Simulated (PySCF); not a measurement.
## Electronic structure of C5H13OP in real space

```xyz
20

C     3.0114   -0.0631   -0.2162
C     1.6559   -0.5161    0.3072
P     0.3547    0.3426   -0.6622
O     0.4426    1.8034   -0.6207
C    -1.2892   -0.3410   -0.1691
C    -2.3016    0.1882   -1.1762
C    -1.5979    0.1299    1.2449
H     3.0802    1.0216   -0.1563
H     3.1326   -0.3529   -1.2593
H     3.8224   -0.4998    0.3635
H     1.5360   -0.2223    1.3535
H     1.5376   -1.5970    0.2276
H     0.5349   -0.1874   -1.9455
H    -1.2549   -1.4334   -0.2090
H    -2.0496   -0.1447   -2.1826
H    -3.3063   -0.1551   -0.9358
H    -2.2916    1.2768   -1.1644
H    -1.4925    1.2129    1.2969
H    -0.9140   -0.3178    1.9645
H    -2.6159   -0.1340    1.5266
```

Geometry: GFN2-xTB.

Method: PySCF, PBE0/pcSseg-1, SCF density, gas phase, non-relativistic.

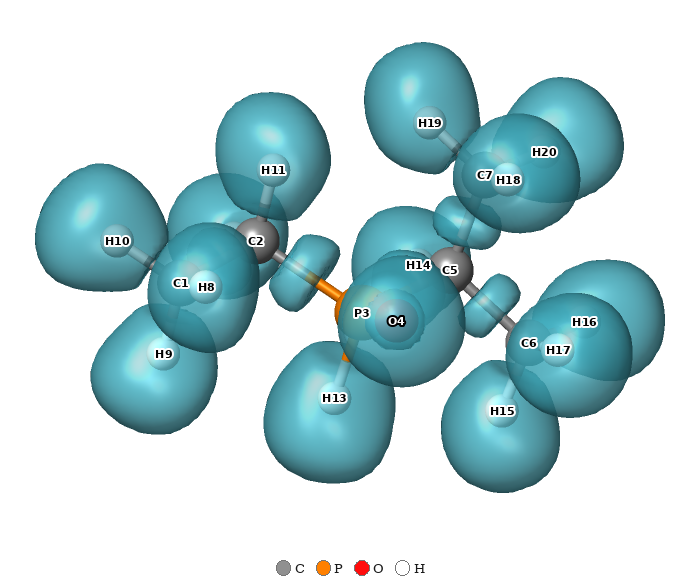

Figure 1. Isosurface of the electron localisation function at 0.75 (cyan), seen at a tilt. Core shells and regions of very low density are left out.

> Where are the electrons localised?

At this value the surface marks out three regions between bonded C–C atoms (shared pairs), two regions between bonded C–P atoms (shared pairs), 13 regions around hydrogen nuclei and one region wrapped around O (its lone pairs, merged into a ring or cap). Profiles from the grid: P–O (1.46 Å): the ELF peaks at about 0.80 between the atoms (a short, strongly polar bond). C–C (1.52 Å): the ELF peaks at about 0.95 between the atoms (a covalent bond).

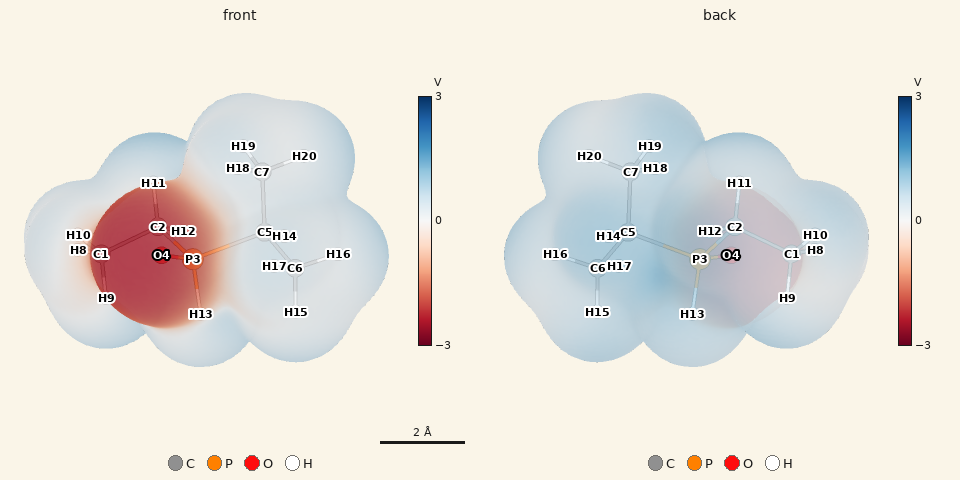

Figure 2. The electrostatic potential painted on the density surface at 0.002 e/bohr³, seen from the front and from behind; red is negative and blue positive.

> Which sites attract a positive test charge, and which a negative one?

A positive charge is drawn to the negative regions and a negative charge to the positive ones. The most negative region (about −2.4 V) lies over O4, the most positive (about +1.2 V) over P3 and H12. O4 is the likeliest acceptor of a hydrogen bond.

> What dipole moment does the calculation give?

Its dipole moment is 3.77 D.

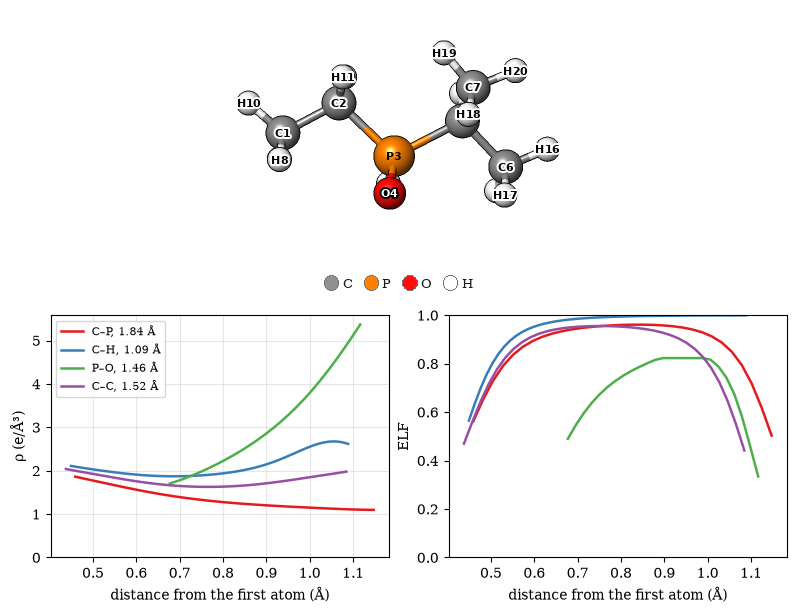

Figure 3. Total electron density and electron localisation function along straight lines between neighbouring atoms. The curves leave out the atomic cores. The structure is drawn too.

> What can be read from the curves?

C–P (1.84 Å): ρ is about 1.2 e/Å³ halfway; the ELF peaks at about 0.95 between the atoms, as expected for localised, covalent bonding.
C–H (1.09 Å): ρ is about 2 e/Å³ halfway; the ELF climbs to about 1 towards the hydrogen, as it does in any bond to H (a covalent bond by its length).
P–O (1.46 Å): ρ at the midpoint is about 1.9 e/Å³; the ELF peaks at about 0.80 between the atoms (a polar covalent bond).
C–C (1.52 Å): the density is about 1.6 e/Å³ at the midpoint; the ELF peaks at about 0.95 between the atoms: a covalent bond.
